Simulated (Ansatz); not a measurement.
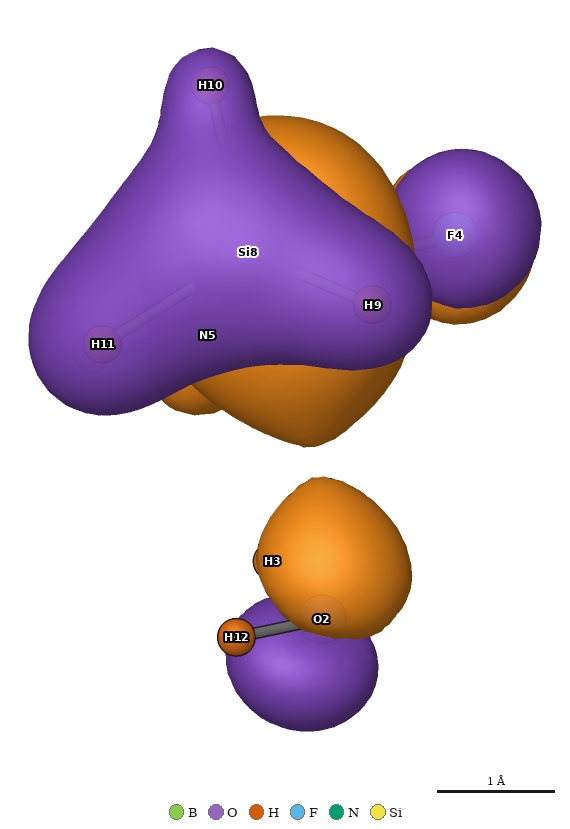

Figure. BFH5NSi···H2O. The HOMO−1 at ±0.1 Å⁻³ᐟ² (orange and purple are the two phases), seen at an oblique angle.

These are results of RKS PBE/6-31G* (Ansatz), not measurements.

Input file:

```
crystal:
  periodic: [false, false, false]
  atoms:
    - { symbol: B, position_ang: [-0.004561, 0.458676, -0.342293] }
    - { symbol: O, position_ang: [-0.292493, -0.284266, 2.144262] }
    - { symbol: H, position_ang: [-1.249846, -0.084759, 2.132646] }
    - { symbol: F, position_ang: [1.084269, -0.321787, -0.539188] }
    - { symbol: "N", position_ang: [-1.253845, 0.023389, -0.841955] }
    - { symbol: H, position_ang: [-1.370578, -0.888853, -1.281255] }
    - { symbol: H, position_ang: [-2.102636, 0.579852, -0.807375] }
    - { symbol: Si, position_ang: [0.183829, 2.275321, 0.421354] }
    - { symbol: H, position_ang: [1.026772, 2.302621, 1.675238] }
    - { symbol: H, position_ang: [0.823034, 3.280309, -0.500348] }
    - { symbol: H, position_ang: [-1.151929, 2.853142, 0.823879] }
    - { symbol: H, position_ang: [0.118485, 0.561056, 2.462735] }
basis:
  gaussian: { orbitals: "6-31G*" }
hamiltonian:
  xc: pbe
relax:
  f_tol: 0.03
  max_steps: 50
output:
  orbitals: {}
```

Run with:

```sh
ansatz run input.yaml --threads 2 --pin off --max-ram 3072MiB --backend cpu --events-out ev --progress --plain --runs-dir out
```

The fields are those of the run's last geometry, not of the input's.

Q: Where does this orbital lie, and at what energy?

A: Its weight (Hirshfeld) is mainly on Si8 (about 30 %), B1 (about 25 %), F4 (about 15 %), O2 (about 10 %) and N5 (about 5 %). Its energy is −6.93 eV.
